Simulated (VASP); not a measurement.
Band structure of WSi$_{2}$ (space group I4/mmm). All values below come from PBE GGA, VASP's PBE PAW potentials (set 64) (plane waves; VASP 6.6.1).

Unless said otherwise, spin-orbit coupling is left out, though it shifts the bands of the heavy elements here.

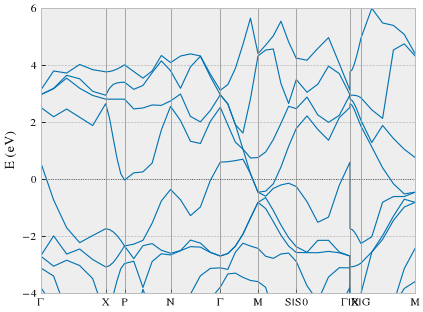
Figure. Bands along high-symmetry lines, zero at the valence-band maximum or, without a gap, the Fermi level

Problem. Read the plot: is there a gap, and where are the band edges?

Solution. It has no gap at this level: it comes out as a metal or semimetal.

The structure is a typed WSi2 crystal. The cell was not relaxed at this level.
